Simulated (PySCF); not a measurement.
**ReNBr: structure of the doublet**

Aim: relax ReNBr as a doublet from a hand-made linear geometry, check by its vibrations whether the end is a minimum, and collect its spectrum and constants.

Program: PySCF 2.14.0. Level of theory: PBE0, basis Re def2-SVP with ECP60, N def2-SVP, Br def2-SVP, scalar-relativistic core potentials, no spin–orbit coupling, density fitting. These are calculated values, not measurements.

## (1) Where the work starts

3 atoms, charge 0, spin multiplicity 2.

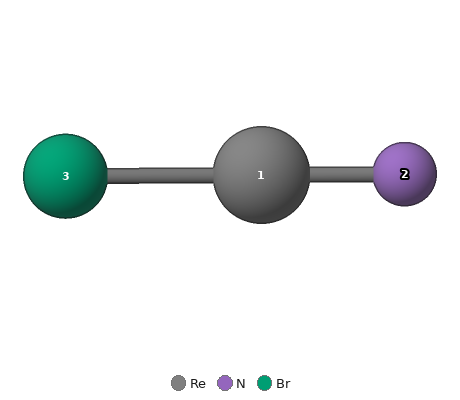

Start geometry, drawn with rhenium grey, nitrogen purple, bromine teal; atoms are numbered from 1 in the order of the file.

```xyz
3
charge 0 multiplicity 2
Re    0.0000    0.0000   -0.6013
N     0.0000    0.0000   -2.3913
Br    0.0000    0.0000    1.8487
```

## (2) Relaxing the doublet from the linear start

One driver script runs all steps and calls PySCF; scf.py shows how it sets up the SCF of each step. The optimiser is the driver's own. Before each start the driver seeks the lowest SCF state from one or more starting densities and follows internal instabilities, so scf.py alone need not reach the same state.

The program finds C∞v symmetry in the start, which this walk keeps. The walk stops when the largest gradient is under 0.0003 Eh/bohr and the energy has settled too.

scf.py reads:

```python
from pyscf import gto, scf, dft
mol = gto.M(atom='''
Re     0.000000     0.000000    -0.601280
N      0.000000     0.000000    -2.391280
Br     0.000000     0.000000     1.848720''',
    basis={'Re': 'def2-SVP', 'N': 'def2-SVP', 'Br': 'def2-SVP'},
    ecp={'Re': 'def2-SVP'},
    charge=0, spin=1)
mf = dft.UKS(mol, xc='PBE0')
mf.grids.atom_grid = (50, 194)
aux = {'Re': 'def2-universal-JKFIT', 'N': 'def2-universal-JKFIT', 'Br': 'def2-universal-JKFIT'}
mf = mf.density_fit(auxbasis=aux)
mf.kernel()
```

Steps of the walk:

```tsv
step	energy (Eh)	change (kJ/mol)	largest symmetric gradient (Eh/bohr)
0	-2706.381132	0.00	0.10862
1	-2706.397810	-43.79	0.02109
2	-2706.398272	-45.00	0.01273
3	-2706.398396	-45.33	0.00222
4	-2706.398403	-45.34	0.00016
5	-2706.398403	-45.34	0.00002
```

The walk needed 9.3 s of wall time on 4 threads, shared host.

Positions (Å) and forces (eV/Å) along the way:

```
step 0
Re   0.000   0.000  -0.601   0.000   0.000  -5.585
N    0.000   0.000  -2.391   0.000   0.000   5.527
Br   0.000   0.000   1.849   0.000   0.000   0.058
step 1
Re   0.000   0.000  -0.658   0.000   0.000   0.605
N    0.000   0.000  -2.292   0.000   0.000  -1.084
Br   0.000   0.000   1.806   0.000   0.000   0.479
step 3
Re   0.000   0.000  -0.663   0.000   0.000  -0.114
N    0.000   0.000  -2.313   0.000   0.000   0.062
Br   0.000   0.000   1.832   0.000   0.000   0.052
step 5
Re   0.000   0.000  -0.666   0.000   0.000   0.001
N    0.000   0.000  -2.313   0.000   0.000  -0.001
Br   0.000   0.000   1.835   0.000   0.000   0.000
```

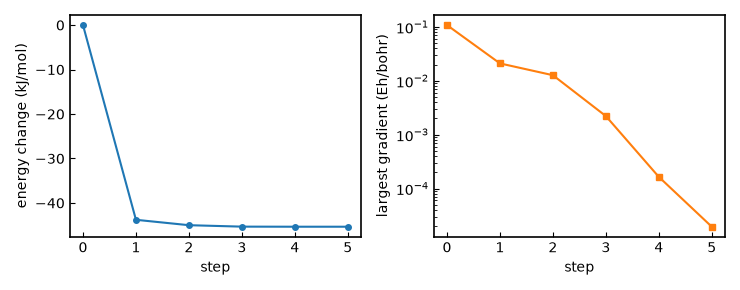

Energy and largest gradient along the walk.

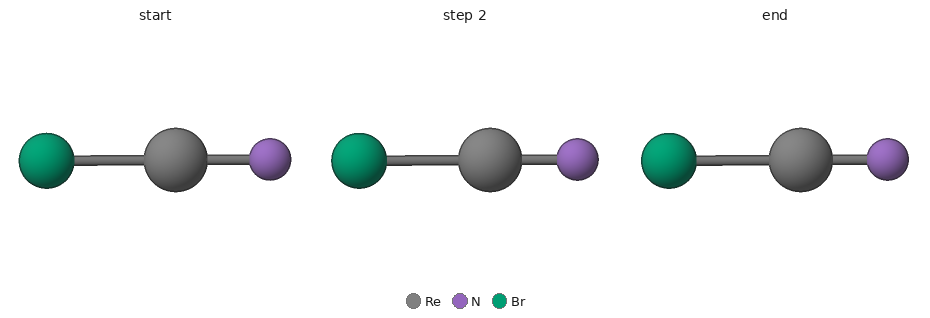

Start and end of the relaxation, with a step between.

End point (C∞v, 5 steps, 45.3 kJ/mol gained): Re–Br 2.501 Å, Re–N 1.648 Å; Br–Re–N 180.0°.

## (3) Is it a minimum? Harmonic modes

The point is checked on the finer grid, and tightened if its gradient asks for it. The Hessian and the dipole derivatives come from central differences of analytic gradients, with steps of 0.01 bohr.

Edit scf.py of step 2 so:

```diff
@@ -3,3 +3,3 @@
-Re     0.000000     0.000000    -0.601280
-N      0.000000     0.000000    -2.391280
-Br     0.000000     0.000000     1.848720''',
+Re    -0.000000     0.000000    -0.622703
+N     -0.000000     0.000000    -2.270540
+Br     0.000000    -0.000000     1.878048''',
@@ -10 +10 @@
-mf.grids.atom_grid = (50, 194)
+mf.grids.atom_grid = (75, 302)
```

The driver hands on the density of the step before, so the log starts near convergence.

Log of the central SCF (cycles and frontier levels):

```text
init E= -2706.3984745878
[... the frontier-level lines of each cycle are left out ...]
cycle= 1 E= -2706.39847458751  delta_E= 2.85e-10  |g|= 2.64e-05  |ddm|= 3.26e-05
cycle= 2 E= -2706.39847458356  delta_E= 3.96e-09  |g|= 9.87e-05  |ddm|= 9.2e-05
cycle= 3 E= -2706.3984745878  delta_E= -4.24e-09  |g|= 8.2e-06  |ddm|= 7.17e-05
cycle= 4 E= -2706.39847458784  delta_E= -4e-11  |g|= 1.48e-07  |ddm|= 1.27e-05
Extra cycle  E= -2706.39847458784  delta_E= -1.36e-12  |g|= 2.52e-07  |ddm|= 8.66e-07
converged SCF energy = -2706.39847458784  <S^2> = 1.8174672  2S+1 = 2.8757379
```

The whole step took 20 s.

Geometry: C∞v; Re–Br 2.501 Å, Re–N 1.648 Å; Br–Re–N 180.0°.

Harmonic modes (main isotopes):

| symmetry | ω (cm⁻¹) | IR (km/mol) | μ (u) |
| --- | --- | --- | --- |
| π | 131i | 10.1 | 17.46 |
| σ+ | 225 | 17.1 | 86.99 |
| σ+ | 1153 | 58.7 | 14.88 |

2 modes are imaginary, the largest at 131i cm⁻¹: a saddle point, not a minimum.

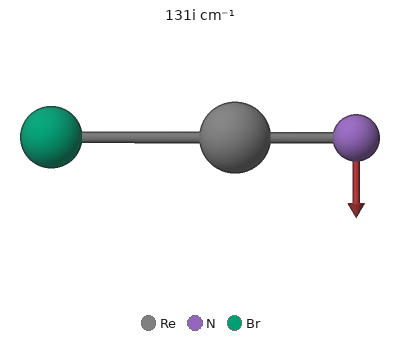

The imaginary mode, as arrows.

Properties at this point:

```yaml
Dipole_moment: 0.47 D
Highest_occupied_level: -6.49 eV
Lowest_empty_level: -4.90 eV
Rotational_constants: 0.03985 cm⁻¹
Zero-point_energy_real_modes: 8.2 kJ/mol
Principal_polarisabilities: 49.8, 49.8, 90.5 bohr³
Atomisation_energy_without_zero-point_energy: 678 kJ/mol
Principal_traceless_quadrupole_moments_about_the_centre_of_mass: -6.83, 3.42, 3.42 D Å
Spin_squared_⟨S²⟩: 1.817
```

Populations by atom (charges in e):

```
atom  Mulliken  Löwdin  polar tensor  spin (Mulliken)  Mayer order to Re1
 Re1      0.44   -0.06          0.87             1.87                   –
  N2     -0.19    0.06         -0.43            -0.76                2.81
 Br3     -0.25    0.00         -0.44            -0.11                1.14
```

Outer orbital energies (eV). α occupied: -11.09, -11.06, -11.06, -8.94, -8.81, -8.81, -8.63, -8.63; empty: -4.90, -2.57, -2.57, 0.52. β occupied: -21.12, -11.96, -11.03, -11.03, -9.32, -8.78, -8.78, -6.49; empty: -4.05, -4.05, -2.20, -2.20.

Mulliken populations on Re1 (outside its core potential): s 3.04, p 6.24, d 5.21, f 0.06.

## (4) Leaving the saddle point

The start is the last point, displaced along its most imaginary mode.

The program finds Cs symmetry in the start, which this walk keeps.

Edit scf.py of step 3 so:

```diff
@@ -3,3 +3,3 @@
-Re    -0.000000     0.000000    -0.622703
-N     -0.000000     0.000000    -2.270540
-Br     0.000000    -0.000000     1.878048''',
+Re    -0.024127     0.019567    -0.622703
+N      0.194171    -0.157473    -2.270540
+Br     0.022702    -0.018412     1.878048''',
@@ -10 +10 @@
-mf.grids.atom_grid = (75, 302)
+mf.grids.atom_grid = (50, 194)
```

The optimiser's trace:

```tsv
step	energy (Eh)	change (kJ/mol)	largest symmetric gradient (Eh/bohr)
0	-2706.399073	0.00	0.02864
1	-2706.400473	-3.67	0.01057
2	-2706.403042	-10.42	0.01185
3	-2706.408272	-24.15	0.01480
4	-2706.412486	-35.21	0.04488
5	-2706.416566	-45.93	0.05213
6	-2706.421015	-57.61	0.01962
7	-2706.421545	-59.00	0.00695
8	-2706.421628	-59.22	0.00202
9	-2706.421633	-59.23	0.00240
10	-2706.421639	-59.25	0.00002
```

The walk took 22 s.

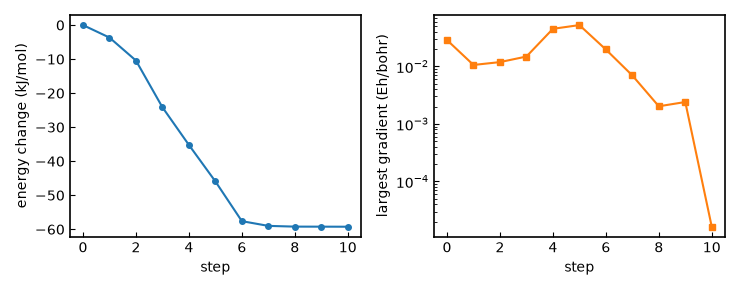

Energy and largest gradient along the walk.

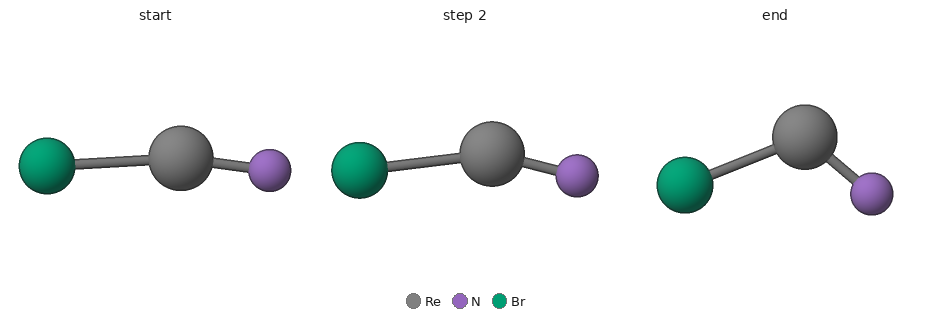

Start and end of the relaxation, with a step between.

It settles in Cs symmetry, 59.2 kJ/mol below the start, after 10 steps: Re–Br 2.409 Å, Re–N 1.640 Å; Br–Re–N 117.8°.

## (5) Vibrations and properties at this point

The same treatment as at the point before.

Edit scf.py of step 4 so:

```diff
@@ -3,3 +3,3 @@
-Re    -0.024127     0.019567    -0.622703
-N      0.194171    -0.157473    -2.270540
-Br     0.022702    -0.018412     1.878048''',
+Re    -0.222675     0.180590    -0.577806
+N      0.632941    -0.513317    -1.792154
+Br     0.415651    -0.337094     1.686970''',
@@ -10 +10 @@
-mf.grids.atom_grid = (50, 194)
+mf.grids.atom_grid = (75, 302)
```

SCF at the final geometry:

```text
init E= -2706.42159744894
[... the frontier-level lines of each cycle are left out ...]
cycle= 1 E= -2706.42159744939  delta_E= -4.48e-10  |g|= 8.13e-06  |ddm|= 7.14e-05
cycle= 2 E= -2706.42159744988  delta_E= -4.93e-10  |g|= 2.01e-05  |ddm|= 8.58e-05
cycle= 3 E= -2706.42159745019  delta_E= -3.06e-10  |g|= 8.01e-06  |ddm|= 2.32e-05
cycle= 4 E= -2706.42159744798  delta_E= 2.21e-09  |g|= 4.81e-06  |ddm|= 0.000411
cycle= 5 E= -2706.42159744783  delta_E= 1.46e-10  |g|= 1.39e-06  |ddm|= 0.000129
cycle= 6 E= -2706.42159744784  delta_E= -1.36e-11  |g|= 1.2e-06  |ddm|= 1.05e-05
Extra cycle  E= -2706.42159744785  delta_E= -6.37e-12  |g|= 1.41e-06  |ddm|= 1.36e-05
converged SCF energy = -2706.42159744785  <S^2> = 1.7125538  2S+1 = 2.8018235
```

The whole step took 31 s.

Geometry: Cs; Re–Br 2.409 Å, Re–N 1.640 Å; Br–Re–N 117.8°.

Harmonic modes (main isotopes):

```json
{"symmetry": "a'", "ω (cm⁻¹)": "202", "IR (km/mol)": "0.6", "type": "bend"}
{"symmetry": "a'", "ω (cm⁻¹)": "268", "IR (km/mol)": "20.9", "type": "stretch"}
{"symmetry": "a'", "ω (cm⁻¹)": "1165", "IR (km/mol)": "53.0", "type": "stretch"}
```

Every mode is real; the point is a minimum.

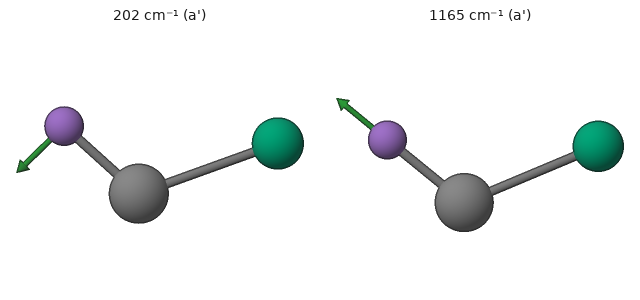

Displacements of 2 of the modes, as arrows (one member where a mode is degenerate).

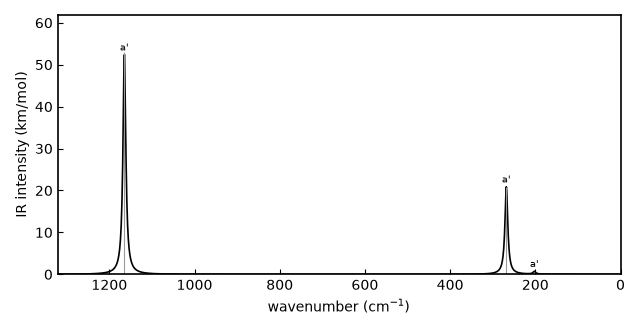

The harmonic infrared spectrum (widths in cm⁻¹). Lines are broadened to a width of 8 cm⁻¹ (Lorentzian).

Constants and moments:

| Property | Result |
| --- | --- |
| Dipole moment | 1.65 D |
| Highest occupied level | -6.00 eV |
| Lowest empty level | -3.92 eV |
| Rotational constants | 0.6622, 0.04765, 0.04445 cm⁻¹ |
| Zero-point energy | 9.8 kJ/mol |
| Principal polarisabilities | 42.4, 58.7, 81.5 bohr³ |
| Atomisation energy without zero-point energy | 739 kJ/mol |
| Principal traceless quadrupole moments about the centre of mass | -4.86, 1.07, 3.78 D Å |
| Entropy at 298.15 K and 1 bar (electronic part: spin only) | 311.7 J/(mol K) |
| Heat capacity Cp at 298.15 K | 49.1 J/(mol K) |
| Enthalpy at 298.15 K above 0 K | 12.64 kJ/mol |
| Rotational symmetry number | 1 |
| Spin squared ⟨S²⟩ | 1.713 |

Populations by atom (charges in e):

| atom | Mulliken | Löwdin | polar tensor | spin (Mulliken) | Mayer order to Re1 |
| --- | --- | --- | --- | --- | --- |
| Re1 | 0.41 | -0.14 | 0.77 | 1.41 | – |
| N2 | -0.17 | 0.04 | -0.37 | -0.43 | 2.84 |
| Br3 | -0.24 | 0.11 | -0.40 | 0.02 | 1.15 |

Outer orbital energies (eV). α occupied: -11.54, -10.90, -10.68, -10.12, -9.92, -8.92, -8.22, -7.82; empty: -3.78, -2.60, -1.46, -0.15. β occupied: -21.38, -11.56, -10.76, -10.69, -10.28, -9.22, -8.87, -6.00; empty: -3.92, -3.88, -2.16, -1.39.

Mulliken populations on Re1 (outside its core potential): s 3.02, p 6.32, d 5.19, f 0.06.

## (6) All stationary points

| spin | group | bonds | imaginary modes (cm⁻¹) | ΔE (kJ/mol) | with zero-point energy |
| --- | --- | --- | --- | --- | --- |
| broken-symmetry (Ms = 1/2) | Cs | Re–Br 2.409 Å, Re–N 1.640 Å | none | 0.0 | 0.0 |
| broken-symmetry (Ms = 1/2) | C∞v | Re–Br 2.501 Å, Re–N 1.648 Å | 131i, 131i | 60.7 | – |

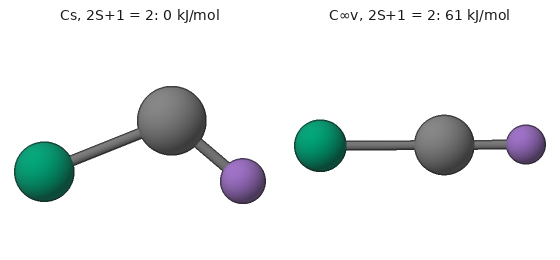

The points, lowest first (rhenium grey, nitrogen purple, bromine teal).

## (7) Outcome

| quantity | value |
| --- | --- |
| minimum | broken-symmetry (Ms = 1/2), Cs |
| geometry | Re–Br 2.409 Å, Re–N 1.640 Å; Br–Re–N 117.8° |
| wavenumbers (cm⁻¹) | 202 (a'), 268 (a'), 1165 (a') |
| dipole moment | 1.65 D |
| highest occupied, lowest empty level (either spin) | -6.00, -3.92 eV |
| polar-tensor charge of Re1 | +0.77 e |
| zero-point energy | 9.8 kJ/mol |
| entropy at 298.15 K | 311.7 J/(mol K) |
| atomisation energy (no zero-point energy) | 739 kJ/mol |
| ⟨S²⟩ | 1.713 |

From C∞v at the start the molecule goes to a Cs minimum, after a first stop at a second-order saddle point 60.7 kJ/mol higher, from which it was pushed off along an imaginary mode. The determinant is spin-contaminated (⟨S²⟩ = 1.71 against 0.75), so it is no pure spin state. The strongest infrared band lies at 1165 cm⁻¹ (a', stretch). Other starts or spin states, not run here, may lie lower. One determinant may miss the lowest occupation of an open d or f shell. With an element this heavy the missing spin–orbit coupling can shift these numbers.

The search up to here needed 90 s of wall time on 4 threads, shared host.
